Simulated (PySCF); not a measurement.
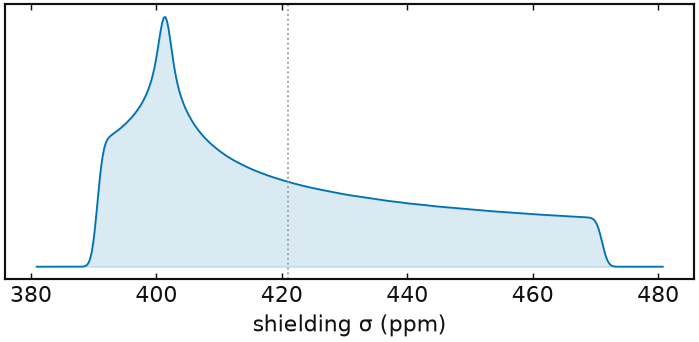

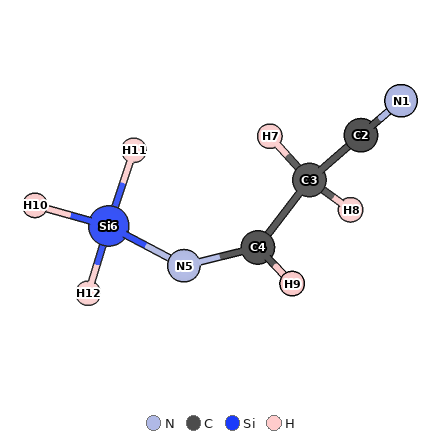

Static powder pattern (²⁹Si) from GIAO shielding tensors of C₃H₆N₂Si, SMILES N#CC/C=N\[SiH3], PBE0/cc-pVTZ with PySCF 2.14.0, at a PBE0-D3(BJ)/def2-SVP geometry (no frequency check); absolute shielding, one fixed geometry of the isolated molecule without any motion, no dipolar terms. The dotted line is the isotropic value; skew is 3(σiso − σ22)/span.

The pattern belongs to Si6. Give the principal values, span and skew.

Answer. Si6: σ11, σ22, σ33 = 391, 401, 471 ppm, isotropic 421, span 80 ppm, skew 0.73.

Known limits of this run: one conformer of a flexible molecule.
